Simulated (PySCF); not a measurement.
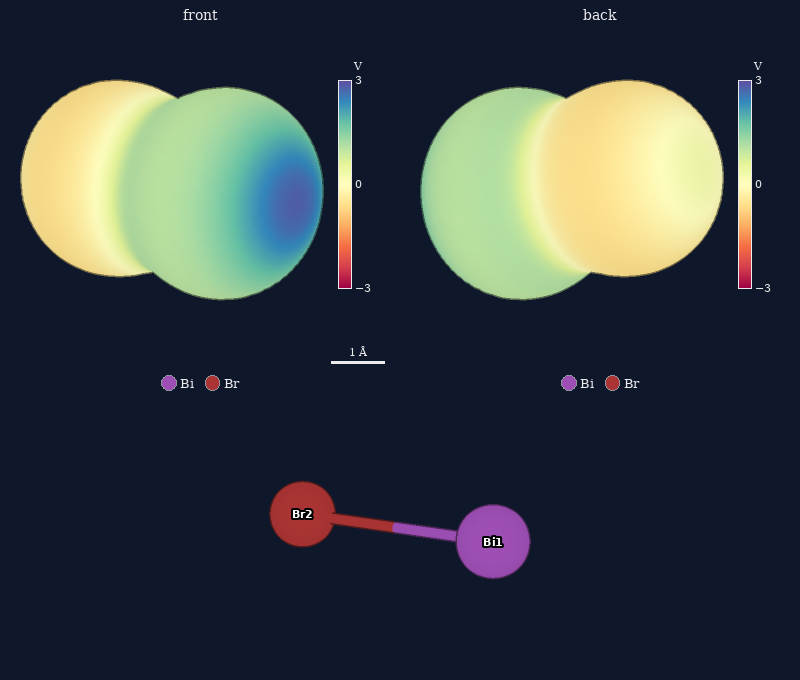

*BiBr (triplet). The molecular electrostatic potential painted on the density surface at 0.004 e/bohr³, seen from the front and from behind; the colour scale runs from red (negative) to blue (positive). The bare structure is drawn below in the same view.*

Core potentials replace the inner electrons of Bi.

Computed with PBE0/def2-TZVPP, non-relativistic Hamiltonian with scalar-relativistic core potentials where named, at a bond length of 2.590 Å in PySCF 2.14.0.

### Which sites attract a positive test charge, and which a negative one?

A positive charge is drawn to the negative regions and a negative charge to the positive ones. The most negative region (about −0.6 V) lies over Br2, the most positive (about +2.8 V) over Bi1. Br2 shows a σ-hole: about +0.3 V at the tip opposite its bond, against about −0.6 V on its flanks.
